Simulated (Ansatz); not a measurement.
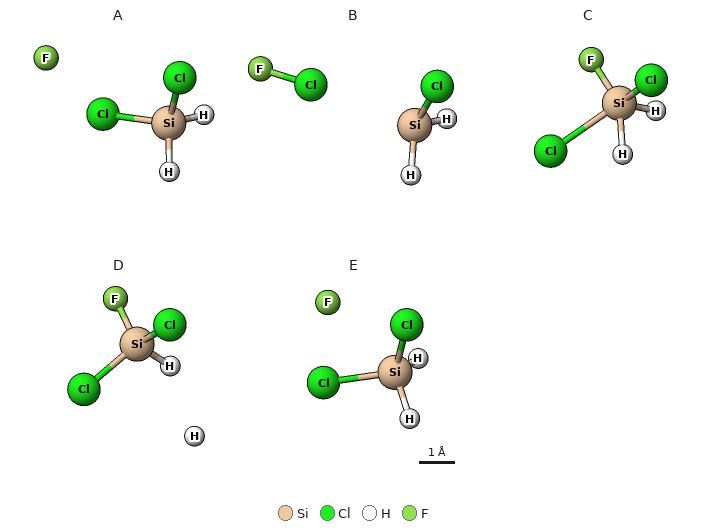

5 geometries from one relaxation of SiH2Cl2F (multiplicity 2), in shuffled order. Style: ball-and-stick. Shown from a free direction.

The run prepares an end point of a later path (reaction) calculation, from a guessed geometry.

These are results of Ansatz, UKS BLYP-D4/6-31G*, not measurements. Set-up: collinear spin; force threshold 0.03 eV/Å; at most 50 steps.

Order the frames from highest to lowest energy.

Answer. B, A, E, C, D. They are steps 0, 9, 20, 28, 41, at +410.7 kJ/mol, +227.4 kJ/mol, +198.3 kJ/mol, +57.2 kJ/mol relative to the last. After 40 accepted moves (41 points after the start) the energy has fallen by 410.7 kJ/mol. Largest force component: 3.6 eV/Å at the start, 0.028 eV/Å at the end. The line search rejected the trial step at point 38 of the run. The largest move after the best rigid fit is that of the F atom, 2.68 Å. By element the largest moves are F 2.68 Å, Cl 1.78 Å, Si 1.59 Å, H 1.22 Å. Among the contacts that change: F–Si 4.926 → 1.614 Å, H–Si 1.496 → 3.243 Å, Cl–F 1.611 → 2.998 Å, Cl–Si 3.321 → 2.066 Å. New bonds form, among them: Cl–Si (3.32 → 2.07 Å), F–Si (4.93 → 1.61 Å). Bonds break, among them: Cl–F (1.61 → 3.00 Å), H–Si (1.50 → 3.24 Å). Cost: 2.5 min on 2 threads of Arm Neoverse N1, with other jobs on the host, peak memory 0.19 GiB.

Limits of the set-up: the start holds two separate molecules, 3.3 Å apart at their closest, whose relative position is a soft coordinate.
